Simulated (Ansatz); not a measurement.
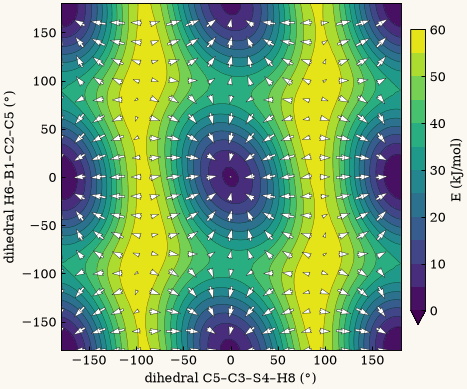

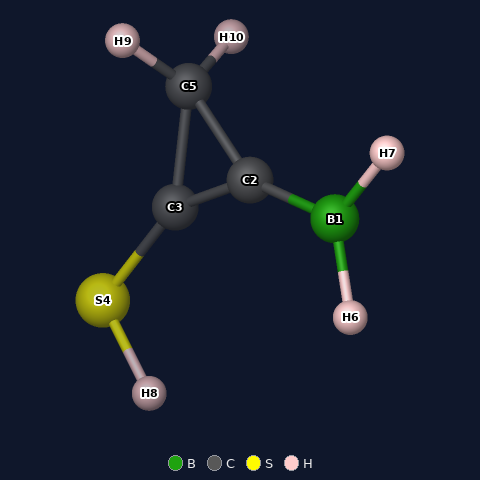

Energy landscape of C₃H₅BS, SMILES BC1=C(S)C1. Coordinates scanned: (1) dihedral C5–C3–S4–H8; (2) dihedral H6–B1–C2–C5. Nothing is relaxed (all other coordinates rigid). The grid has 18 × 18 points. Points are written as (first, second). Energies are in kJ/mol, from the lowest grid point. Method: Ansatz 0.2.0, RKS PBE0-D4/def2-SVP.

Drawn: filled contours, arrows along the force (downhill), their lengths compressed. Between grid points the surface is interpolated. The second picture is the structure at the lowest point.

Where are the wells?

Answer. The lowest grid point is at (−180°, −180°); the map holds 2 wells of about this depth. There are further wells near (0°, −180°) (3.8 kJ/mol above the lowest at that grid point); (0°, 0°) (4.1 kJ/mol above the lowest at that grid point). The highest grid point, (−100°, 80°), lies 58.7 kJ/mol above the lowest. On the interpolated surface the easiest way out of the lowest well to the well at (−180°, 0°) passes a barrier of about 35 kJ/mol. Round the minimum the two coordinates are weakly coupled (coupling 0.13 in units of the two stiffnesses).

The whole map (324 points run) took 25 min on 1 thread of Arm Neoverse V1 (shared host).
